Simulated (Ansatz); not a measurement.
## RbYbF3 (Pm-3m): following an unstable mode

Wanted: the energy along a soft mode of RbYbF3 (Pm-3m) and the structure at the end.

Calculated with Ansatz 0.2.0; DFT PBEsol+U, scalar-relativistic, plane waves, PAW.

### Step 1. Set-up

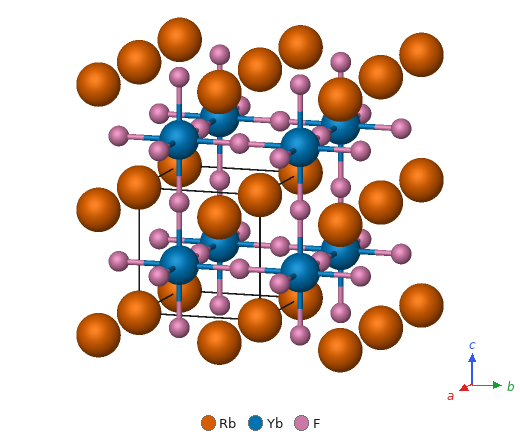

The cell as given, slightly off an axis (rubidium orange, ytterbium blue, fluorine pink). 2×2×2 cells are drawn. Some periodic images of atoms are drawn too.

### Step 2. Response at finite wavevector

The cell comes from relaxations at this level that are not shown. Stability and thermal properties need the whole zone. Linear response on a 4×4×4 q mesh gives force constants as far as a supercell of that size would, and the tensors from the zone-centre run are typed in so that the long-range dipole term is interpolated apart.

File input.yaml:

```yaml
crystal:
  lattice:
    - [4.5416503417, 0.0, 0.0]
    - [0.0, 4.5416503417, 0.0]
    - [0.0, 0.0, 4.5416503417]
  atoms:
    - { symbol: Rb, position: [0.0, 0.0, 0.0] }
    - { symbol: Yb, position: [0.5, 0.5, 0.5] }
    - { symbol: F, position: [0.0, 0.5, 0.5] }
    - { symbol: F, position: [0.5, 0.0, 0.5] }
    - { symbol: F, position: [0.5, 0.5, 0.0] }
kpoints:
  mp_grid: { grid: [8, 8, 8] }
hamiltonian:
  xc: pbesol
  hubbard: { sites: [{ species: Yb, l: f, u_eff: 6.0 }] }
scf:
  occupations: { method: fixed }
  convergence: { dr2_threshold: 1.0e-10 }
output:
  eigenvalues: true
phonons:
  method: dfpt
  qmesh: [4, 4, 4]
  temperatures: { t_max: 1000, t_step: 50 }
  qpath:
    path:
      - [[0.0, 0.0, 0.0], [0.0, 0.5, 0.0], [0.5, 0.5, 0.0], [0.0, 0.0, 0.0], [0.5, 0.5, 0.5], [0.0, 0.5, 0.0]]
      - [[0.5, 0.5, 0.5], [0.5, 0.5, 0.0]]
    npoints: 10
  non_analytic_term:
    high_frequency_dielectric_tensor: [[2.3275, 0.0, 0.0], [0.0, 2.3275, 0.0], [0.0, 0.0, 2.3275]]
    born_effective_charges:
      - { species: Rb, tensor: [[1.2475, 0.0, 0.0], [0.0, 1.2475, 0.0], [0.0, 0.0, 1.2475]] }
      - { species: Yb, tensor: [[2.4086, 0.0, 0.0], [0.0, 2.4086, 0.0], [0.0, 0.0, 2.4086]] }
      - { species: F, tensor: [[-1.8694, 0.0, 0.0], [0.0, -0.8934, 0.0], [0.0, 0.0, -0.8934]] }
      - { species: F, tensor: [[-0.8934, 0.0, 0.0], [0.0, -1.8694, 0.0], [0.0, 0.0, -0.8934]] }
      - { species: F, tensor: [[-0.8934, 0.0, 0.0], [0.0, -0.8934, 0.0], [0.0, 0.0, -1.8694]] }
    source: "zone-centre run at this cell"
```

Launch:

```bash
ansatz run input.yaml --threads 8 --pin off --max-ram 14336MiB --backend cpu --events-out ev --progress --plain --runs-dir out
```

Numbers of over 12 decimals in the logs are rounded to 6 here.

Output:

```text
Rb: projections on atomic orbitals take those of the free atom [Ar 3d10] 4s2 4p6 5s1, of charge +0.00 (hamiltonian.pseudopotentials.projection_atoms); the dataset's partial waves leave at most 2.5e-6 of an orbital's norm unspanned inside its sphere
Yb: projections on atomic orbitals take those of the free atom [Kr 4d10] 4f14 5s2 5p6 5d0 6s2, of charge +0.00 (hamiltonian.pseudopotentials.projection_atoms); the dataset's partial waves leave at most 1.5e-4 of an orbital's norm unspanned inside its sphere
F: projections on atomic orbitals take those of the free atom [He] 2s2 2p5, of charge +0.00 (hamiltonian.pseudopotentials.projection_atoms); the dataset's partial waves leave at most 1.6e-8 of an orbital's norm unspanned inside its sphere
Engine: ansatz 0.2.0, x86_64-unknown-linux-gnu
Pseudopotentials: kind: paw
Pseudopotential: Rb, paw, valence charge 9, recommended cutoff 420 eV (normal), Rb.paw.azcp
Pseudopotential: Yb, paw, valence charge 24, recommended cutoff 420 eV (normal), Yb.paw.azcp
Pseudopotential: F, paw, valence charge 7, recommended cutoff 420 eV (normal), F.paw.azcp
Functional definition: PBEsol
  exchange = pbesol_x
  correlation = pbesol_c
Crystal: 5 atoms, lattice volume = 93.679 Å³
Basis set: ecut = 420 eV, 1839 PW (Γ), exchange–correlation on 64×64×64 points (8 copies of the dense FFT grid, shifted against one another)
Bands: 33, of which v1, the nominal top of the filled ones, is band 27 counted from 1 (26 counted from 0)
Symmetry: 48 space group operations
k-points: 35 of 512
Non-local potential: Rb, projectors of the file, l = 0: 3, l = 1: 2, l = 2: 2
Non-local potential: Yb, projectors of the file, l = 0: 3, l = 1: 2, l = 2: 2, l = 3: 3
Non-local potential: F, projectors of the file, l = 0: 2, l = 1: 2, l = 2: 1
PAW form: soft (Blöchl's): semilocal exchange-correlation on the pseudo side does not see the compensation charge
PAW frozen core: Rb, regenerated for the run's functional, and the local potential with it (the file was generated under x = pbe(κ = 0.804, μ = 0.219515), c = pbe(β = 0.066725))
PAW frozen core: Yb, regenerated for the run's functional, and the local potential with it (the file was generated under x = pbe(κ = 0.804, μ = 0.219515), c = pbe(β = 0.066725))
PAW frozen core: F, regenerated for the run's functional, and the local potential with it (the file was generated under x = pbe(κ = 0.804, μ = 0.219515), c = pbe(β = 0.066725))
PAW one-centre angular grid: Rb, 110 points (default); XC on 64 Gauss nodes
PAW one-centre angular grid: Yb, 590 points (default); XC on 64 Gauss nodes
PAW one-centre angular grid: F, 110 points (default); XC on 64 Gauss nodes
Initial density: superposition of atomic densities (chi_scale 0.1, normalization cell, long waves of neutral atoms under a Hubbard term (reshape's long-wave potential 0.01 eV rms, cloud 2.77 Å wide))
Initial wavefunctions: pseudopotential atomic-orbital guess
Functional: x = pbesol(κ = 0.804, μ = 0.123457), c = pbesol(β = 0.046)
SCF iter   1: F=—  HF=-19305.386544 eV  |F-HF|=—  |Δ(HF+E_count)|=         —  Δρ=9.74e-2  dr2=8.20e0  ethr=3.10e-3  ⟨swp⟩=5.7  Hψ=4609  notcnv=0  defer=106
preconditioner: auto → Resta (q_TF=auto, 2.489 Å⁻¹)  ε∞=4.8  [insulator: Δε(μ)=3.164 eV  Ē_g=13.965 eV  n_scr=26 (ndim 8)  ℏωp=27.1 eV  f_vac=0.019  ε∞_Penn≈4.8]
SCF iter   2: F=—  HF=-19303.536594 eV  |F-HF|=—  |Δ(HF+E_count)|=    1.85e0  Δρ=3.35e-2  dr2=1.27e0  ethr=3.10e-3  ⟨swp⟩=4.1  Hψ=3236  notcnv=0  defer=112
SCF iter   3: F=—  HF=-19303.020594 eV  |F-HF|=—  |Δ(HF+E_count)|=   5.16e-1  Δρ=2.85e-2  dr2=9.84e-1  ethr=2.34e-3  ⟨swp⟩=3.3  Hψ=2819  notcnv=0  defer=112
SCF iter   4: F=—  HF=-19302.738210 eV  |F-HF|=—  |Δ(HF+E_count)|=   2.82e-1  Δρ=1.56e-2  dr2=2.94e-1  ethr=1.82e-3  ⟨swp⟩=3.6  Hψ=2530  notcnv=0  defer=124
SCF iter   5: F=—  HF=-19302.664650 eV  |F-HF|=—  |Δ(HF+E_count)|=   7.36e-2  Δρ=5.43e-3  dr2=3.62e-2  ethr=5.44e-4  ⟨swp⟩=3.1  Hψ=2265  notcnv=0  defer=127
SCF iter   6: F=—  HF=-19302.673415 eV  |F-HF|=—  |Δ(HF+E_count)|=   8.77e-3  Δρ=1.42e-3  dr2=2.61e-3  ethr=6.71e-5  ⟨swp⟩=3.0  Hψ=2176  notcnv=0  defer=128
SCF iter   7: F=—  HF=-19302.674165 eV  |F-HF|=—  |Δ(HF+E_count)|=   7.50e-4  Δρ=2.72e-4  dr2=6.99e-5  ethr=4.84e-6  ⟨swp⟩=2.9  Hψ=2153  notcnv=0  defer=131
SCF iter   8: F=—  HF=-19302.674269 eV  |F-HF|=—  |Δ(HF+E_count)|=   1.04e-4  Δρ=8.29e-5  dr2=5.03e-6  ethr=1.29e-7  ⟨swp⟩=2.5  Hψ=2242  notcnv=0  defer=133
SCF iter   9: F=—  HF=-19302.674283 eV  |F-HF|=—  |Δ(HF+E_count)|=   1.35e-5  Δρ=1.67e-5  dr2=2.10e-7  ethr=9.32e-9  ⟨swp⟩=2.0  Hψ=2100  notcnv=0  defer=115
SCF iter  10: F=—  HF=-19302.674283 eV  |F-HF|=—  |Δ(HF+E_count)|=   5.13e-7  Δρ=3.89e-6  dr2=1.14e-8  ethr=3.88e-10  ⟨swp⟩=2.0  Hψ=2041  notcnv=0  defer=119
SCF iter  11: F=—  HF=-19302.674283 eV  |F-HF|=—  |Δ(HF+E_count)|=   4.10e-8  Δρ=2.02e-6  dr2=3.03e-9  ethr=2.12e-11  ⟨swp⟩=2.2  Hψ=2154  notcnv=0  defer=118
SCF iter  12: F=—  HF=-19302.674283 eV  |F-HF|=—  |Δ(HF+E_count)|=  9.39e-10  Δρ=9.00e-7  dr2=5.27e-10  ethr=5.62e-12  ⟨swp⟩=2.9  Hψ=2205  notcnv=0  defer=118
SCF iter  13: F=-19302.674283 eV  HF=-19302.674283 eV  |F-HF|=5.82e-11  |Δ(HF+E_count)|=  2.33e-10  Δρ=1.69e-7  dr2=2.71e-11  ethr=1.00e-12  ⟨swp⟩=16.9  Hψ=9922  notcnv=0
SCF 1 converged in 13 iterations: F = -19302.674283 eV  dr2 = 2.71e-11
  greatest PAW one-centre occupation: 0.996 electrons in one spin orbital (limit 2), on the Yb atom at site 1 (counted from 0), in its partial waves of l = 0
NSCF: frozen V_eff on 35 k-points
NSCF: frozen V_eff on 35 k-points
DFPT response loops at q = (0, 0, 0) (fractional): preconditioner auto → Resta (q_TF=auto, 2.489 Å⁻¹)  ε∞=7.6 (no band partly filled); β = 1.00, the filter's whole step (`scf.mixing.beta` (0.50) is not read by the response loops at its default; to damp them type it under 1.00, their step now; it binds the ground state too); Anderson in place of MSR1; while a model of the screening serves, it and β = 1 on shorter waves in the place of filter and β
NSCF: frozen V_eff on 240 k-points
DFPT response loops at q = (0, 0, 0.25) (fractional): mixed as the last ones told, above
NSCF: frozen V_eff on 150 k-points
DFPT response loops at q = (0, 0, -0.5) (fractional): mixed as the last ones told, above
NSCF: frozen V_eff on 360 k-points
DFPT response loops at q = (0, 0.25, 0.25) (fractional): mixed as the last ones told, above
NSCF: frozen V_eff on 400 k-points
DFPT response loops at q = (0, 0.25, -0.5) (fractional): mixed as the last ones told, above
NSCF: frozen V_eff on 150 k-points
DFPT response loops at q = (0, -0.5, -0.5) (fractional): mixed as the last ones told, above
NSCF: frozen V_eff on 240 k-points
DFPT response loops at q = (0.25, 0.25, 0.25) (fractional): mixed as the last ones told, above
NSCF: frozen V_eff on 360 k-points
DFPT response loops at q = (0.25, 0.25, -0.5) (fractional): mixed as the last ones told, above
NSCF: frozen V_eff on 240 k-points
DFPT response loops at q = (0.25, -0.5, -0.5) (fractional): mixed as the last ones told, above
NSCF: frozen V_eff on 70 k-points
DFPT response loops at q = (-0.5, -0.5, -0.5) (fractional): mixed as the last ones told, above
SCF converged after 13 iterations
Free energy (F): -19302.674283 eV
Harris-Foulkes:  -19302.674283 eV  (|F-HF|=5.82e-11)
Internal energy: -19302.674283 eV  (E = F + TS)
E sigma→0 (E₀):  -19302.674283 eV
Fermi energy:    7.989222 eV
--- Per-component energies (eV) ---
  E_band       = -174.343523
  E_kinetic    = 1165.308519
  E_local      = -9663.255391  (includes V_loc(G=0)·N_el)
  E_nonlocal   = 969.394884
  E_hartree    = 4088.981377
  E_xc         = -527.350109
  E_vxc        = -643.438120  (∫ρ·V_xc dr)
  E_hubbard    = 0.055519  (on-site DFT+U / exact-exchange correction)
  E_vhub       = -41.833335  (the Hubbard potential's part of the band-sum identity)
  E_paw        = -10397.791061  (= ΣΔE_a)
  E_vpaw       = -138.488720  (= ΣTr[D̂ρ^β])
  E_aug_tail   = 0.006137  (compensation charges beyond the density's cutoff)
  E_ewald      = -4939.404351
  E_core_change = 1.380193  (= ΣΔE_core)
  E_smearing   = -0.000000  (= −TS)
  E_closure    = -0.000000  (closes the sum)
  Σ components = -19302.674283   (vs F -19302.674283, Δ=0.00e0)
--- Band table (eV; the first three rows and the last of 35) ---
  k-point 0: bands = [... 23 lower, 7.8272, 7.9892, 7.9892, 7.9892, 9.0323, 11.8364, 11.8364, 12.3379, ... 2 higher]
  k-point 1: bands = [... 23 lower, 7.8266, 7.9609, 7.9821, 7.9821, 9.2611, 11.9525, 11.9693, 12.4156, ... 2 higher]
  k-point 2: bands = [... 23 lower, 7.8253, 7.9080, 7.9688, 7.9688, 9.8641, 12.2412, 12.2549, 12.6335, ... 2 higher]
  k-point 34: bands = [... 23 lower, 7.7228, 7.7820, 7.7820, 7.7820, 12.5727, 12.5727, 12.5727, 13.9373, ... 2 higher]
Occupation matrices written to <dir>
--- Phonons (Γ-DFPT): 4 representative perturbations + reference (Σ response iterations 28) ---
  ASR residual: 9.550e-4 → 0.000e0 eV/Å²; symmetrization residual: 5.990e-8 eV/Å²
  ASR residual per site (eV/Å²): 2.91e-5 7.29e-4 9.55e-4 9.55e-4 9.55e-4
  Γ frequencies (cm⁻¹): -21.11 -21.11 -21.11 0.00 0.00 0.00 33.16 33.16 33.16 104.79 104.79 104.79 361.69 361.69 361.69
--- Phonons (arbitrary-q DFPT): 10 irreducible q on the 4×4×4 mesh ---
  q = [0.0000, 0.0000, 0.0000] (star 1, of the zone-centre solve; hermiticity 1.42e-8, symmetrization 4.26e-12): -21.11 -21.11 -21.11 0.00 0.00 0.00 33.16 33.16 33.16 104.79 104.79 104.79 361.69 361.69 361.69
  q = [0.0000, 0.0000, 0.2500] (star 6, 9 solved perturbations in 880 linear systems a pass and spin channel, the states on 120 of 512 k-point pairs; hermiticity 2.02e-8, symmetrization 1.79e-12): 3.63 3.63 17.36 17.36 48.23 61.90 61.90 63.50 91.13 102.52 102.52 179.45 361.11 361.11 434.42
  q = [0.0000, 0.0000, -0.5000] (star 3, 9 solved perturbations in 550 linear systems a pass and spin channel, the states on 75 of 512 k-point pairs; hermiticity 1.91e-8, symmetrization 5.14e-12): 19.18 19.18 22.63 22.63 59.32 77.56 83.61 83.61 98.78 98.78 109.79 191.65 360.50 360.50 443.43
  q = [0.0000, 0.2500, 0.2500] (star 12, 9 solved perturbations in 1360 linear systems a pass and spin channel, the states on 180 of 512 k-point pairs; hermiticity 1.01e-8, symmetrization 8.06e-13): -43.60 -21.61 20.88 40.85 41.29 70.93 73.10 81.96 100.86 108.65 128.17 183.85 360.50 376.65 444.14
  q = [0.0000, 0.2500, -0.5000] (star 12, 15 solved perturbations in 1600 linear systems a pass and spin channel, the states on 200 of 512 k-point pairs; hermiticity 1.67e-8, symmetrization 1.78e-13): -55.56 -5.72 22.83 28.77 47.50 76.31 88.93 93.89 98.08 127.66 140.53 190.99 359.88 380.94 453.67
  q = [0.0000, -0.5000, -0.5000] (star 3, 9 solved perturbations in 550 linear systems a pass and spin channel, the states on 75 of 512 k-point pairs; hermiticity 1.23e-8, symmetrization 2.83e-13): -79.30 -29.18 -29.18 33.91 58.69 92.52 92.52 97.35 97.35 153.44 153.44 191.24 359.24 390.96 464.32
  q = [0.2500, 0.2500, 0.2500] (star 8, 4 solved perturbations in 808 linear systems a pass and spin channel, the states on 120 of 512 k-point pairs; hermiticity 8.26e-9, symmetrization 4.51e-13): -51.80 -32.22 -32.22 30.00 30.00 46.19 100.72 104.21 104.21 137.66 137.66 182.64 376.34 376.34 453.14
  q = [0.2500, 0.2500, -0.5000] (star 12, 9 solved perturbations in 1360 linear systems a pass and spin channel, the states on 180 of 512 k-point pairs; hermiticity 1.05e-8, symmetrization 4.20e-12): -62.19 -45.89 -33.08 25.31 31.72 42.49 101.10 107.43 132.64 146.02 149.25 185.66 376.03 383.21 462.21
  q = [0.2500, -0.5000, -0.5000] (star 6, 9 solved perturbations in 880 linear systems a pass and spin channel, the states on 120 of 512 k-point pairs; hermiticity 1.39e-8, symmetrization 1.53e-13): -80.21 -55.17 -55.17 32.06 32.06 32.11 105.32 132.50 132.50 161.80 161.80 182.06 378.60 390.83 471.10
  q = [-0.5000, -0.5000, -0.5000] (star 1, 4 solved perturbations in 215 linear systems a pass and spin channel, the states on 35 of 512 k-point pairs; hermiticity 9.91e-9, symmetrization 1.23e-11): -81.10 -81.10 -81.10 28.14 28.14 28.14 136.21 136.21 136.21 172.98 172.98 172.98 390.70 390.70 478.33
  sum rule: each row above includes the acoustic sum rule's correction from the zone centre's row sums; it moved no ω² by more than (3.70 cm⁻¹)²
  mesh force constants: q→R imaginary residual 8.18e-19; ASR residual 9.550e-4 → 0.000e0 eV/Å²; symmetrization residual 1.243e-14 eV/Å²
  interpolated dispersion: 63 rows × 15 modes
  density of states and harmonic sums: on the 16×16×16 q-mesh, interpolated from the force constants of a 4×4×4 supercell (with the dipole–dipole term of supplied tensors)
  largest difference from the sums on the solved wave vectors: F 1.63e-3 eV, S 7.95e-6 and C_V 4.02e-6 eV/K
  zero-point energy: 0.129335 eV/cell   skipped modes (ω ≤ 0): 364, of them read as no rigid motion or as one in doubt: 361 (2.203e0 modes/cell left out, lowest -81.10 cm⁻¹)   left out of the sums: 1.47e-1 of the cell's modes: C_V's classical limit lies that fraction below 3 k_B per atom; for a crystal, a wire or a layer, F and S can be off by more, and a phonons.interpolated_qmesh denser along its periods is the remedy for the sampling
```

Run time: 8.4 min. Hardware: 8 threads of Intel Xeon Platinum 8488C (Sapphire Rapids), shared host; peak memory 5.9 GiB; 56 min of CPU time.

Numbers from this step:

```
gap on the k-mesh                                       : 1.043 eV
volume per atom                                         : 18.74 Å³
sum-rule residual before enforcement                    : 9.55e-4 eV/Å²
lowest frequency on the path                            : -81.10 cm⁻¹
point group                                             : m-3m
highest frequency on the path or at a solved wavevector : 478.3 cm⁻¹
highest optical mode at the zone centre (no LO-TO term) : 361.7 cm⁻¹
lowest optical zone-centre mode                         : -21.11 cm⁻¹
lowest mode on the q mesh (acoustic modes at Γ apart)   : -81.1 cm⁻¹
```

Frequencies (cm⁻¹) solved at each irreducible wavevector; negative means imaginary. Frequencies by wavevector, by row:

```csv
q in reciprocal lattice units,star,mode 1,mode 2,mode 3,mode 4,mode 13,mode 14,mode 15
0 0 0,1,-21.1,-21.1,-21.1,0,361.7,361.7,361.7
0 0 0.25,6,3.6,3.6,17.4,17.4,361.1,361.1,434.4
0 0 -0.5,3,19.2,19.2,22.6,22.6,360.5,360.5,443.4
0 0.25 0.25,12,-43.6,-21.6,20.9,40.9,360.5,376.6,444.1
0 0.25 -0.5,12,-55.6,-5.7,22.8,28.8,359.9,380.9,453.7
0 -0.5 -0.5,3,-79.3,-29.2,-29.2,33.9,359.2,391,464.3
0.25 0.25 0.25,8,-51.8,-32.2,-32.2,30,376.3,376.3,453.1
0.25 0.25 -0.5,12,-62.2,-45.9,-33.1,25.3,376,383.2,462.2
0.25 -0.5 -0.5,6,-80.2,-55.2,-55.2,32.1,378.6,390.8,471.1
-0.5 -0.5 -0.5,1,-81.1,-81.1,-81.1,28.1,390.7,390.7,478.3
```

Interpolated from a 4×4×4 q mesh, with the LO-TO term (at Γ the limit along the path; where Γ stands inside the path, tables give the limit on arrival). The phonon branches at the labelled points (cm⁻¹):

```csv
point,branch 1,branch 2,branch 3,branch 4,branch 12,branch 13,branch 14,branch 15
Γ,-21,-21,0,0,169,362,362,424
X,19,19,23,23,192,360,360,443
M,-79,-29,-29,34,191,359,391,464
Γ,-21,-21,0,0,169,362,362,424
R,-81,-81,-81,28,173,391,391,478
X,19,19,23,23,192,360,360,443
jump to R,-81,-81,-81,28,173,391,391,478
M,-79,-29,-29,34,191,359,391,464
```

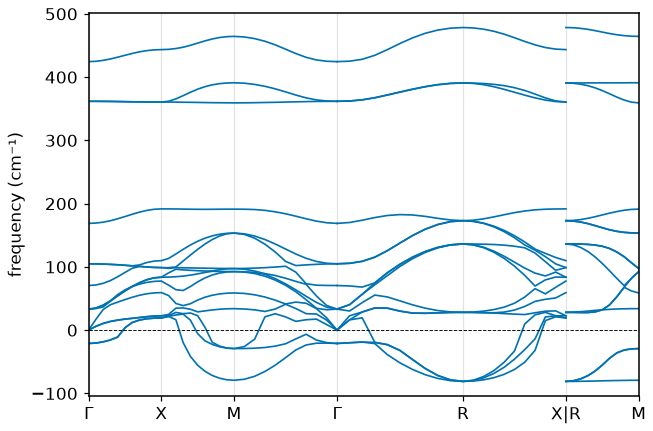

Phonon branches along the path.

Symmetry leaves 10 wavevectors to solve. The lowest mode among them, the acoustic zeros apart, lies at q = (-0.5, -0.5, -0.5) and is imaginary, 81.1i cm⁻¹, so the energy falls along it.

### Step 3. The mode frozen in, largest atomic shift 0 Å

The mode followed lies at q = (-0.5, -0.5, -0.5) with frequency 81.1i cm⁻¹ and is 3-fold degenerate, the softest among the wavevectors solved. At small amplitude the distorted cell has space group no. 167 by a symmetry search on the positions. The undistorted cell that holds it gives the zero of energy on the same k mesh.

System of this step: RbYbF3. Symmetry: Pm-3m, No. 221, cubic system. The conventional cell has a = 4.542 Å, b = 4.542 Å, c = 4.542 Å, α = 90.00°, β = 90.00°, γ = 90.00°. Nearest to Rb lie 12 F at 3.21 Å. Nearest to Yb lie 6 F at 2.27 Å. Nearest to F lie 2 Yb at 2.27 Å and 4 Rb at 3.21 Å. Farther neighbours and most contacts between anions are not listed.

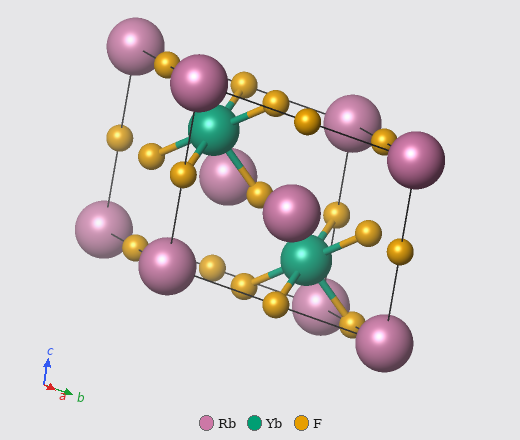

The cell of this step (rubidium pink, ytterbium teal, fluorine orange). Some periodic images of atoms are drawn too.

File input.yaml:

```yaml
crystal:
  lattice:
    - [4.5416503417, 4.5416503417, 0.0]
    - [4.5416503417, 0.0, 4.5416503417]
    - [4.5416503417, 0.0, -4.5416503417]
  atoms:
    - { symbol: Rb, position: [0.0, 0.5, 0.5] }
    - { symbol: Rb, position: [0.0, 0.0, 0.0] }
    - { symbol: Yb, position: [0.5, 0.25, 0.75] }
    - { symbol: Yb, position: [0.5, 0.75, 0.25] }
    - { symbol: F, position: [0.5, 0.0, 0.5] }
    - { symbol: F, position: [0.5, 0.5, 0.0] }
    - { symbol: F, position: [0.0, 0.5, 0.0] }
    - { symbol: F, position: [0.0, 0.0, 0.5] }
    - { symbol: F, position: [0.5, 0.5, 0.5] }
    - { symbol: F, position: [0.5, 0.0, 0.0] }
kpoints:
  mp_grid: { grid: [6, 6, 6] }
hamiltonian:
  xc: pbesol
  hubbard: { sites: [{ species: Yb, l: f, u_eff: 6.0 }] }
scf:
  occupations: { method: gaussian, width: 0.02 }
output:
  forces: true
  stress: true
  eigenvalues: true
```

Output:

```text
[...]
Crystal: 10 atoms, lattice volume = 187.357 Å³
Basis set: ecut = 420 eV, 3695 PW (Γ), exchange–correlation on 90×90×90 points (8 copies of the dense FFT grid, shifted against one another)
Bands: 65, of which v1, the nominal top of the filled ones, is band 54 counted from 1 (53 counted from 0)
Symmetry: 96 space group operations
[...]
k-points: 16 of 216
[...]
k-point 0: bands = [... 50 lower, 7.8269, 7.9889, 7.9889, 7.9889, 9.0323, 11.8365, 11.8365, 12.3379, ... 7 higher]
  k-point 1: bands = [... 50 lower, 7.8206, 7.9647, 7.9707, 7.9707, 9.3360, 12.0062, 12.0062, 12.4407, ... 7 higher]
  k-point 2: bands = [... 50 lower, 7.8242, 7.9133, 7.9253, 7.9253, 10.1196, 12.0693, 12.4563, 12.4563, ... 7 higher]
  k-point 15: bands = [... 50 lower, 7.8630, 7.9151, 7.9166, 7.9402, 11.5287, 12.0354, 12.0672, 12.1168, ... 7 higher]
Occupation matrices written to <dir>
[key lines of the parts left out:]
SCF converged after 10 iterations
Free energy (F): -38605.348720 eV
Fermi energy:    8.510828 eV
P = ⅓ Tr σ = 0.0012 GPa (0.012 kbar)
```

Elapsed: 2.1 s, on 8 threads; peak memory 1 GiB.

This step gave:

| Item | Value |
| --- | --- |
| pressure | 0.001203 GPa |
| energy from the undistorted cell | 0 meV/atom |

At this level the gap is 1.04 eV on the k-mesh of the self-consistent run, which can miss the band edges.

(Part 1 of 3 ends here.)

[Logs are printed without paths, hosts, clocks, repeated set-up lines and the standing remarks that a program may print on its own settings, such as how far it seeks lower states.]

[Hosts, paths, dates, database ids (printed as entryN), source tags and the programs' standing remarks are cut or masked in the printed files.]
